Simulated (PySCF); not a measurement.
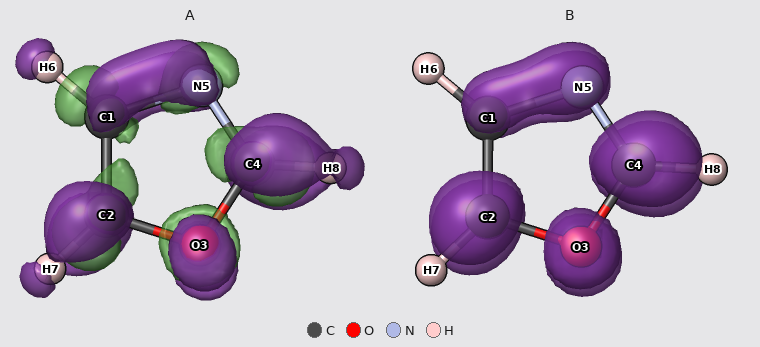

C3H3NO, SMILES `c1cocn1`. The Fukui function f⁺ from two separate SCF calculations and the density of the LUMO, at ±0.03 e/Å³ (purple positive, green negative).

Method: r2SCAN/def2-TZVP; geometry: GFN2-xTB; program: PySCF. No frequency check shows the geometry to be a minimum.

Coordinates in Å:

```
C1       0.9410   -0.6638    0.0000
C2       0.8839    0.6940    0.0000
O3      -0.4169    1.0535    0.0000
C4      -1.0875   -0.1027    0.0000
N5      -0.3345   -1.1507    0.0000
H6       1.7880   -1.3169    0.0000
H7       1.6235    1.4670    0.0000
H8      -2.1586   -0.0882    0.0000
```

> Which panel is which, and how good is the frozen-orbital picture?

A is f⁺ (it has negative regions), B the LUMO density. The LUMO lies on C4 (28 %), C2 (21 %) and O3 (19 %); f⁺ (Hirshfeld-condensed) is largest on C4 (0.19), C2 (0.17) and N5 (0.13); the vertical electron affinity is −1.96 eV (the stability of the anion's solution wasn't checked; negative, but this basis has no diffuse functions, so it doesn't show that the anion is unbound). Relaxation shifts 19 % of the electron between atoms. The orbital energy is −0.98 eV.
